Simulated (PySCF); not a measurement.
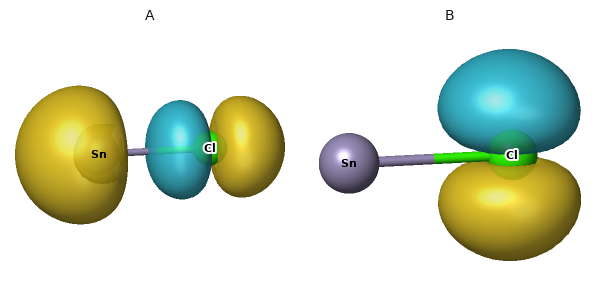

*SnCl (charge −1, triplet). Two frontier β-spin orbitals, each drawn at the value that holds 80 % of its norm (yellow and cyan are the two phases), in no order; of a degenerate pair one member is drawn.*

Core potentials replace the inner electrons of Sn.

These are results of PBE0/aug-cc-pVDZ(-PP), non-relativistic Hamiltonian with scalar-relativistic core potentials where named, at a bond length of 2.578 Å (PySCF), not measurements.

> Name the orbitals and rank them from lowest to highest energy.

Orbital B: π, occupied in this spin, −3.49 eV; mainly on Cl (95 %).
Orbital A: σ, occupied in this spin, −3.21 eV; shared between the atoms (Sn 50 %, Cl 50 %).
